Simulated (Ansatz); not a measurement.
# LaGe: from the start to rest, part 1 of 2

Wanted: the geometry at rest of LaGe (a database structure at a slightly changed volume), relaxing cell and atoms at 5 GPa, and its electronic structure there.

Method: DFT, r2SCAN, no spin polarisation, plane waves, PAW, in Ansatz 0.2.0.

## Step 1: The system as given

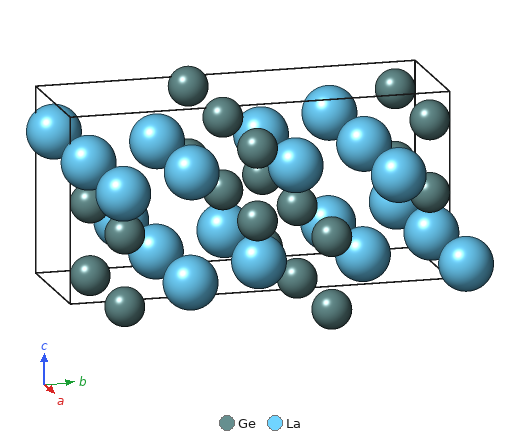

The structure slightly off an axis: germanium teal, lanthanum blue. 2×1×1 cells are drawn. The cell drawn here is the conventional one.

It takes space group Cmcm (No. 63, orthorhombic). The conventional cell has a = 4.529 Å, b = 13.675 Å, c = 6.701 Å, α = 90.00°, β = 90.00°, γ = 90.00°. Ge (site symmetry m) is surrounded by 2 Ge at 2.60 to 2.78 Å. Around La (site symmetry m2m) lie 8 Ge at 3.13 to 3.29 Å. La (site symmetry m2m) is surrounded by 6 Ge at 3.14 to 3.16 Å.

Structure file:

```
Ge La
1.0
     2.26448    6.83766    0.00000
     2.26448   -6.83766    0.00000
     0.00000    0.00000   -6.70057
Ge La
4 4
Direct
  0.40206 0.59794 0.44428
  0.59794 0.40206 0.94428
  0.59794 0.40206 0.55572
  0.40206 0.59794 0.05572
  0.04827 0.95173 0.25000
  0.95173 0.04827 0.75000
  0.22565 0.77435 0.75000
  0.77435 0.22565 0.25000
```

The first density is read from a saved solution for the starting cell.

## Step 2: The walk to rest

The input, input.yaml:

```yaml
crystal:
  lattice:
    - [2.26448428, 6.83765971, 0.0]
    - [2.26448428, -6.83765971, 0.0]
    - [0.0, 0.0, -6.70056876]
  atoms:
    - { symbol: Ge, position: [0.40206, 0.59794, 0.44428] }
    - { symbol: Ge, position: [0.59794, 0.40206, 0.94428] }
    - { symbol: Ge, position: [0.59794, 0.40206, 0.55572] }
    - { symbol: Ge, position: [0.40206, 0.59794, 0.05572] }
    - { symbol: La, position: [0.04827, 0.95173, 0.25] }
    - { symbol: La, position: [0.95173, 0.04827, 0.75] }
    - { symbol: La, position: [0.22565, 0.77435, 0.75] }
    - { symbol: La, position: [0.77435, 0.22565, 0.25] }
  symmetry: { tolerance: 0.0003 }
kpoints:
  mp_grid: { grid: [5, 5, 4], shift: [0, 0, 0] }
magnetization:
  spin_polarized: false
scf:
  occupations: { method: fermi_dirac }
  lower_state_search: "off"
hamiltonian:
  pseudopotentials: { kind: paw }
  xc: r2scan
basis:
  ecutwfc: 500
  fft_grid_basis: typed
relax:
  max_steps: 60
  cell: { p_target: 5.0 }
  f_tol: 0.03
output:
  forces: true
  stress: true
  eigenvalues: true
  bader: true
  populations: true
  elf: true
  write_potential: true
  volumetric_format: npy
  dos:
    e_range: [-12, 8]
    de: 0.05
    projected: { site_lists: { Ge: [Ge], La: [La] } }
  write_density: true
checkpoint:
  read: saved_state
```

Run with:

```sh
$ ansatz run input.yaml --threads 2 --pin off --max-ram 3584MiB --backend cpu --events-out ev --progress --plain --runs-dir out
```

The log of the run:

```text
Warning: RAYON_NUM_THREADS=2 ignored (pool sized by the plan → 2); use --threads N
La: projections on atomic orbitals take those of the free atom [Kr 4d10] 4f0 5s2 5p6 5d1 6s2, of charge +0.00 (hamiltonian.pseudopotentials.projection_atoms); the dataset's partial waves leave at most 1.9e-5 of an orbital's norm unspanned inside its sphere
Engine: ansatz 0.2.0, x86_64-unknown-linux-gnu
Pseudopotentials: kind: paw
Pseudopotential: Ge, paw, valence charge 14, recommended cutoff 500 eV (meta_gga), Ge.paw.azcp
Pseudopotential: La, paw, valence charge 11, recommended cutoff 500 eV (meta_gga), La.paw.azcp
Functional definition: r2SCAN
  parameter k0 = 0.174
  parameter k1 = 0.065
  parameter a1 = 4.9479
  exchange = r2scan_x(k0 = k0, k1 = k1, a1 = a1)
  correlation = r2scan_c
Crystal: 8 atoms, lattice volume = 207.500 Å³
Basis set: ecut = 500 eV, 5253 PW (Γ), exchange–correlation on 216×216×200 points (64 copies of the dense FFT grid, shifted against one another)
Bands: 60, of which v1, the nominal top of the filled ones, is band 50 counted from 1 (49 counted from 0)
Symmetry: 8 space group operations
Space group: Cmcm (ITA 63), of the structure as read, at distance tolerance 1.8e-3 Å
k-points: 27 of 100
Non-local potential: Ge, projectors of the file, l = 0: 2, l = 1: 2, l = 2: 3, l = 3: 1
Non-local potential: La, projectors of the file, l = 0: 3, l = 1: 2, l = 2: 2, l = 3: 3
PAW form: soft (Blöchl's): semilocal exchange-correlation on the pseudo side does not see the compensation charge
PAW frozen core: Ge, regenerated for the run's functional (the file was generated under x = pbe(κ = 0.804, μ = 0.2195149727645171), c = pbe(β = 0.06672455060314922))
PAW frozen core: La, regenerated for the run's functional (the file was generated under x = pbe(κ = 0.804, μ = 0.2195149727645171), c = pbe(β = 0.06672455060314922))
PAW one-centre angular grid: Ge, 590 points (default); XC on 160 Gauss nodes
PAW one-centre angular grid: La, 974 points (default); XC on 160 Gauss nodes
Initial density: read from a saved state, or passed on in memory by an earlier SCF of this step, an earlier step, the calling program or the single point that the run made first
Initial wavefunctions: pseudopotential atomic-orbital guess
Functional: x = r2scan, c = r2scan; τ floored in thin density (d = 2e-4 eV/Å³)
iter 1 solved again at ethr=1.59e-6 eV; its pass at ethr=3.10e-3 eV (dr2=1.59e-3 eV) is discarded
SCF iter   1: F=-42277.876615 eV  HF=-42277.875776 eV  |F-HF|=8.38e-4  |Δ(HF+E_count)|=         —  Δρ=7.56e-4  dr2=1.47e-3  dr2_τ=2.93e-4  ethr=1.59e-6  ⟨swp⟩=3.0  Hψ=10449  notcnv=0
preconditioner: auto → Kerker (q_TF=auto, 2.416 Å⁻¹)  [metal: Δε(μ)=0.037 eV  Ē_g=11.411 eV  σ=0.100 eV  W_gap=0.09  n_scr=52 (ndim 8)  ℏωp=18.6 eV  f_vac=0.000  D(μ)=4.84/eV (n_scr^D=28)]
SCF iter   2: F=-42277.877107 eV  HF=-42277.876988 eV  |F-HF|=1.18e-4  |Δ(HF+E_count)|=   1.21e-3  Δρ=4.42e-4  dr2=5.49e-4  dr2_τ=1.86e-5  ethr=1.47e-6  ⟨swp⟩=2.0  Hψ=2019  notcnv=0
SCF iter   3: F=-42277.877330 eV  HF=-42277.877324 eV  |F-HF|=5.62e-6  |Δ(HF+E_count)|=   3.36e-4  Δρ=1.05e-4  dr2=3.25e-5  dr2_τ=5.29e-7  ethr=5.49e-7  ⟨swp⟩=2.0  Hψ=2445  notcnv=0
SCF iter   4: F=-42277.877231 eV  HF=-42277.877227 eV  |F-HF|=3.66e-6  |Δ(HF+E_count)|=   9.70e-5  Δρ=5.74e-5  dr2=7.65e-6  dr2_τ=1.91e-7  ethr=3.25e-8  ⟨swp⟩=2.0  Hψ=2883  notcnv=0
SCF iter   5: F=-42277.877233 eV  HF=-42277.877233 eV  |F-HF|=4.20e-7  |Δ(HF+E_count)|=   5.47e-6  Δρ=1.44e-5  dr2=4.61e-7  dr2_τ=2.60e-8  ethr=7.65e-9  ⟨swp⟩=2.0  Hψ=2980  notcnv=0
SCF iter   6: F=-42277.877233 eV  HF=-42277.877233 eV  |F-HF|=5.31e-10  |Δ(HF+E_count)|=   6.11e-7  Δρ=5.88e-6  dr2=1.11e-7  dr2_τ=1.61e-9  ethr=1.00e-10  ⟨swp⟩=15.1  Hψ=13346  notcnv=0
SCF iter   7: F=-42277.877233 eV  HF=-42277.877233 eV  |F-HF|=2.33e-10  |Δ(HF+E_count)|=   4.29e-8  Δρ=2.02e-6  dr2=1.75e-8  dr2_τ=1.35e-10  ethr=1.00e-10  ⟨swp⟩=8.2  Hψ=10677  notcnv=0
SCF 1 converged in 7 iterations: F = -42277.877233 eV  dr2 = 1.75e-8
relax step   1: F+E_penalty+E_count = -42277.87723327 eV  Δ(F+E_penalty+E_count) = +0.000e0 eV  max|allowed force component| = 6.130e-2 eV/Å  Δτ_max = 0.0000 Å  P = +2.755 GPa  Ω = 207.500 Å³  (7 SCF iters, dr2 threshold 1.00e-7 eV, accepted)
Crystal: 8 atoms, lattice volume = 195.536 Å³
Basis set: ecut = 500 eV, 4987 PW (Γ), exchange–correlation on 216×216×200 points (64 copies of the dense FFT grid, shifted against one another)
Initial density: handed on by an earlier stage of this run
Initial wavefunctions: those handed on with the density
iter 1 solved again at ethr=7.54e-5 eV; its pass at ethr=3.10e-3 eV (dr2=7.54e-2 eV) is discarded
SCF iter   1: F=-42277.431698 eV  HF=-42277.272255 eV  |F-HF|=1.59e-1  |Δ(HF+E_count)|=         —  Δρ=3.72e-3  dr2=7.62e-2  dr2_τ=4.77e-2  ethr=7.54e-5  ⟨swp⟩=1.2  Hψ=9720  notcnv=0
preconditioner: auto → Kerker (q_TF=auto, 2.440 Å⁻¹)  [metal: Δε(μ)=0.035 eV  Ē_g=17.798 eV  σ=0.100 eV  W_gap=0.09  n_scr=52 (ndim 8)  ℏωp=25.5 eV  f_vac=0.000  D(μ)=4.68/eV (n_scr^D=28)]
SCF iter   2: F=-42277.485833 eV  HF=-42277.496539 eV  |F-HF|=1.07e-2  |Δ(HF+E_count)|=   2.24e-1  Δρ=1.98e-3  dr2=1.72e-2  dr2_τ=2.60e-4  ethr=7.54e-5  ⟨swp⟩=2.2  Hψ=3355  notcnv=0
SCF iter   3: F=-42277.493849 eV  HF=-42277.494685 eV  |F-HF|=8.36e-4  |Δ(HF+E_count)|=   1.85e-3  Δρ=7.20e-4  dr2=2.16e-3  dr2_τ=2.21e-5  ethr=1.72e-5  ⟨swp⟩=2.0  Hψ=2010  notcnv=0
SCF iter   4: F=-42277.494923 eV  HF=-42277.494886 eV  |F-HF|=3.72e-5  |Δ(HF+E_count)|=   2.00e-4  Δρ=2.89e-4  dr2=2.15e-4  dr2_τ=3.50e-6  ethr=2.16e-6  ⟨swp⟩=2.0  Hψ=2984  notcnv=0
SCF iter   5: F=-42277.494902 eV  HF=-42277.494876 eV  |F-HF|=2.56e-5  |Δ(HF+E_count)|=   9.23e-6  Δρ=1.59e-4  dr2=8.90e-5  dr2_τ=9.22e-7  ethr=2.15e-7  ⟨swp⟩=3.0  Hψ=3346  notcnv=0
SCF iter   6: F=-42277.494923 eV  HF=-42277.494930 eV  |F-HF|=6.79e-6  |Δ(HF+E_count)|=   5.33e-5  Δρ=5.70e-5  dr2=1.32e-5  dr2_τ=2.21e-7  ethr=8.90e-8  ⟨swp⟩=2.0  Hψ=2974  notcnv=0
SCF iter   7: F=-42277.494931 eV  HF=-42277.494931 eV  |F-HF|=5.77e-7  |Δ(HF+E_count)|=   1.56e-6  Δρ=2.18e-5  dr2=2.18e-6  dr2_τ=2.33e-8  ethr=1.32e-8  ⟨swp⟩=2.2  Hψ=2898  notcnv=0
SCF iter   8: F=-42277.494931 eV  HF=-42277.494931 eV  |F-HF|=5.14e-8  |Δ(HF+E_count)|=   1.95e-7  Δρ=7.80e-6  dr2=2.69e-7  dr2_τ=3.18e-9  ethr=8.00e-10  ⟨swp⟩=15.4  Hψ=15658  notcnv=0
SCF 2 converged in 8 iterations: F = -42277.494931 eV  dr2 = 2.69e-7
  Residual-converged pass: ⟨swp⟩=1.0  Hψ=1729  notcnv=0  max |occ|·‖R‖ = 7.0e-9 eV (tolerance 1.0e-8 eV)  dr2=2.69e-7  dr2_τ=3.18e-9  dr2_onsite=1.70e-8  max |Δocc| = 3.7e-11
relax step   2: F+E_penalty+E_count = -42277.49493136 eV  Δ(F+E_penalty+E_count) = +3.823e-1 eV  max|allowed force component| = 1.685e-1 eV/Å  Δτ_max = 0.0191 Å  P = +7.814 GPa  Ω = 195.536 Å³  energy of the carried Pulay correction = +3.407e-3 eV  (8 SCF iters, dr2 threshold 8.00e-7 eV, rejected (line search))
Crystal: 8 atoms, lattice volume = 202.683 Å³
Basis set: ecut = 500 eV, 5133 PW (Γ), exchange–correlation on 216×216×200 points (64 copies of the dense FFT grid, shifted against one another)
iter 1 solved again at ethr=2.77e-5 eV; its pass at ethr=3.10e-3 eV (dr2=2.77e-2 eV) is discarded
SCF iter   1: F=-42277.751796 eV  HF=-42277.687133 eV  |F-HF|=6.47e-2  |Δ(HF+E_count)|=         —  Δρ=2.35e-3  dr2=2.77e-2  dr2_τ=1.95e-2  ethr=2.77e-5  ⟨swp⟩=1.1  Hψ=9669  notcnv=0
preconditioner: auto → Kerker (q_TF=auto, 2.425 Å⁻¹)  [metal: Δε(μ)=0.083 eV  Ē_g=17.865 eV  σ=0.100 eV  W_gap=0.20  n_scr=52 (ndim 8)  ℏωp=25.0 eV  f_vac=0.000  D(μ)=4.86/eV (n_scr^D=28)]
SCF iter   2: F=-42277.770685 eV  HF=-42277.773514 eV  |F-HF|=2.83e-3  |Δ(HF+E_count)|=   8.64e-2  Δρ=1.19e-3  dr2=5.32e-3  dr2_τ=7.88e-5  ethr=2.77e-5  ⟨swp⟩=2.0  Hψ=3174  notcnv=0
SCF iter   3: F=-42277.772713 eV  HF=-42277.773045 eV  |F-HF|=3.32e-4  |Δ(HF+E_count)|=   4.69e-4  Δρ=4.81e-4  dr2=9.44e-4  dr2_τ=5.95e-6  ethr=5.32e-6  ⟨swp⟩=2.0  Hψ=2003  notcnv=0
SCF iter   4: F=-42277.773123 eV  HF=-42277.773116 eV  |F-HF|=6.86e-6  |Δ(HF+E_count)|=   7.09e-5  Δρ=1.85e-4  dr2=1.06e-4  dr2_τ=1.17e-6  ethr=9.44e-7  ⟨swp⟩=2.0  Hψ=2985  notcnv=0
SCF iter   5: F=-42277.773158 eV  HF=-42277.773161 eV  |F-HF|=2.63e-6  |Δ(HF+E_count)|=   4.52e-5  Δρ=9.82e-5  dr2=4.35e-5  dr2_τ=3.67e-7  ethr=1.06e-7  ⟨swp⟩=2.4  Hψ=3510  notcnv=0
SCF iter   6: F=-42277.773174 eV  HF=-42277.773178 eV  |F-HF|=3.98e-6  |Δ(HF+E_count)|=   1.65e-5  Δρ=3.65e-5  dr2=7.79e-6  dr2_τ=8.49e-8  ethr=4.35e-8  ⟨swp⟩=2.4  Hψ=3299  notcnv=0
SCF iter   7: F=-42277.773063 eV  HF=-42277.773064 eV  |F-HF|=6.66e-7  |Δ(HF+E_count)|=   1.14e-4  Δρ=1.53e-5  dr2=1.50e-6  dr2_τ=8.43e-9  ethr=7.79e-9  ⟨swp⟩=2.0  Hψ=2888  notcnv=0
SCF iter   8: F=-42277.773064 eV  HF=-42277.773064 eV  |F-HF|=5.51e-8  |Δ(HF+E_count)|=   1.17e-8  Δρ=5.26e-6  dr2=1.54e-7  dr2_τ=9.04e-10  ethr=1.50e-9  ⟨swp⟩=2.1  Hψ=2760  notcnv=0
SCF iter   9: F=-42277.773064 eV  HF=-42277.773064 eV  |F-HF|=7.10e-9  |Δ(HF+E_count)|=   1.38e-8  Δρ=1.92e-6  dr2=1.92e-8  dr2_τ=1.11e-10  ethr=1.54e-10  ⟨swp⟩=2.0  Hψ=2095  notcnv=0
SCF iter  10: F=-42277.773064 eV  HF=-42277.773064 eV  |F-HF|=7.28e-12  |Δ(HF+E_count)|=   1.15e-9  Δρ=3.94e-7  dr2=5.74e-10  dr2_τ=8.20e-12  ethr=1.92e-11  ⟨swp⟩=2.1  Hψ=2847  notcnv=0
SCF iter  11: F=-42277.773064 eV  HF=-42277.773064 eV  |F-HF|=1.46e-11  |Δ(HF+E_count)|=  2.84e-10  Δρ=9.93e-8  dr2=2.88e-11  dr2_τ=1.32e-12  ethr=1.00e-12  ⟨swp⟩=9.9  Hψ=11810  notcnv=0
SCF 3 converged in 11 iterations: F = -42277.773064 eV  dr2 = 2.88e-11
relax step   3: F+E_penalty+E_count = -42277.77306390 eV  Δ(F+E_penalty+E_count) = +1.042e-1 eV  max|allowed force component| = 2.921e-2 eV/Å  Δτ_max = 0.0133 Å  P = +4.560 GPa  Ω = 202.683 Å³  energy of the carried Pulay correction = +1.348e-3 eV  (11 SCF iters, accepted)
Crystal: 8 atoms, lattice volume = 201.415 Å³
Basis set: ecut = 500 eV, 5121 PW (Γ), exchange–correlation on 216×216×200 points (64 copies of the dense FFT grid, shifted against one another)
iter 1 solved again at ethr=6.23e-6 eV; its pass at ethr=3.10e-3 eV (dr2=6.23e-3 eV) is discarded
SCF iter   1: F=-42277.731791 eV  HF=-42277.726809 eV  |F-HF|=4.98e-3  |Δ(HF+E_count)|=         —  Δρ=9.77e-4  dr2=6.19e-3  dr2_τ=2.87e-3  ethr=6.23e-6  ⟨swp⟩=2.2  Hψ=8379  notcnv=0
preconditioner: auto → Kerker (q_TF=auto, 2.428 Å⁻¹)  [metal: Δε(μ)=0.058 eV  Ē_g=17.823 eV  σ=0.100 eV  W_gap=0.14  n_scr=52 (ndim 8)  ℏωp=25.1 eV  f_vac=0.000  D(μ)=4.86/eV (n_scr^D=28)]
SCF iter   2: F=-42277.735436 eV  HF=-42277.736538 eV  |F-HF|=1.10e-3  |Δ(HF+E_count)|=   9.73e-3  Δρ=5.40e-4  dr2=1.57e-3  dr2_τ=1.57e-5  ethr=6.19e-6  ⟨swp⟩=2.0  Hψ=3091  notcnv=0
SCF iter   3: F=-42277.736284 eV  HF=-42277.736368 eV  |F-HF|=8.38e-5  |Δ(HF+E_count)|=   1.69e-4  Δρ=1.34e-4  dr2=1.34e-4  dr2_τ=1.43e-6  ethr=1.57e-6  ⟨swp⟩=2.0  Hψ=2051  notcnv=0
SCF iter   4: F=-42277.736259 eV  HF=-42277.736259 eV  |F-HF|=5.53e-7  |Δ(HF+E_count)|=   1.09e-4  Δρ=6.05e-5  dr2=1.12e-5  dr2_τ=2.56e-7  ethr=1.34e-7  ⟨swp⟩=2.6  Hψ=2914  notcnv=0
SCF iter   5: F=-42277.736261 eV  HF=-42277.736262 eV  |F-HF|=1.45e-6  |Δ(HF+E_count)|=   3.01e-6  Δρ=3.58e-5  dr2=3.93e-6  dr2_τ=6.10e-8  ethr=1.12e-8  ⟨swp⟩=2.1  Hψ=2913  notcnv=0
SCF iter   6: F=-42277.736263 eV  HF=-42277.736263 eV  |F-HF|=6.30e-8  |Δ(HF+E_count)|=   5.52e-7  Δρ=9.09e-6  dr2=2.96e-7  dr2_τ=5.99e-9  ethr=8.00e-10  ⟨swp⟩=13.4  Hψ=15875  notcnv=0
```

(Continued in part 2 of 2.)
